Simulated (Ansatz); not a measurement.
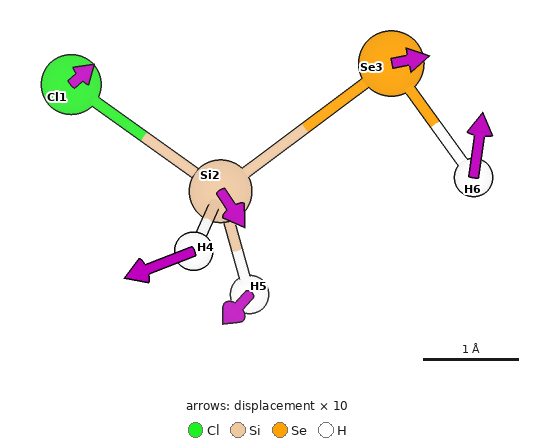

This is a relaxation of SiH3SeCl (coarse preliminary run). The starting structure is drawn; purple arrows show the displacements, 10 times their true length. The two geometries are superimposed by the best rigid fit.

The picture is a ball-and-stick view, seen from a free direction.

Level of theory: RKS PBE-D4/def2-SVP in Ansatz 0.2.0. Settings: force threshold 0.03 eV/Å; at most 250 steps.

Q: What happened in the run?

A: The optimiser took 4 steps. H4 moves most after the best rigid fit: 0.084 Å. Largest moves by element: H 0.084 Å, Si 0.051 Å, Se 0.042 Å, Cl 0.035 Å. Among the contacts that change: Se3–H6 1.558 → 1.489 Å, Si2–Se3 2.257 → 2.296 Å, Cl1–Si2 2.040 → 2.078 Å, Si2–H4 1.477 → 1.502 Å. Among the angles between lasting bonds that change: Se3–Si2–H4 108.3° → 111.6°, Cl1–Si2–H4 111.7° → 108.7°, H4–Si2–H5 107.3° → 109.6°.
